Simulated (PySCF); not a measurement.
CH₇BO₅Si, SMILES C[Si](O)(O)OB(O)O at its GFN2-xTB optimised geometry (Å):

```
15

Si    -1.7942    -0.0713     0.0000
C     -2.4184    -0.8435     1.6104
O     -2.3334    -0.7994    -1.3575
O     -2.2953     1.4665     0.0000
O     -0.1503    -0.0713     0.0000
B      0.7866    -0.8955    -0.4941
O      2.1118    -0.6578    -0.2933
O      0.4270    -1.9941    -1.2239
H     -3.5013    -0.8998     1.6100
H     -2.0303    -1.8481     1.7500
H     -2.1218    -0.2507     2.4689
H     -1.8222    -1.5439    -1.6719
H     -2.2375     1.9941    -0.7937
H      2.2953     0.1231     0.2266
H      1.1823    -2.5008    -1.5230
```

Level of theory: B3LYP/def2-TZVP (PySCF 2.14.0).

Map of the electrostatic potential (hartree/e), clipped to [-0.08, 0.12] on the plane z = 0.6 Å:

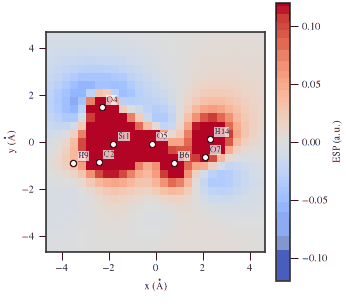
Figure: Electrostatic potential (hartree/e), clipped to [-0.08, 0.12] on the plane z = 0.6 Å.
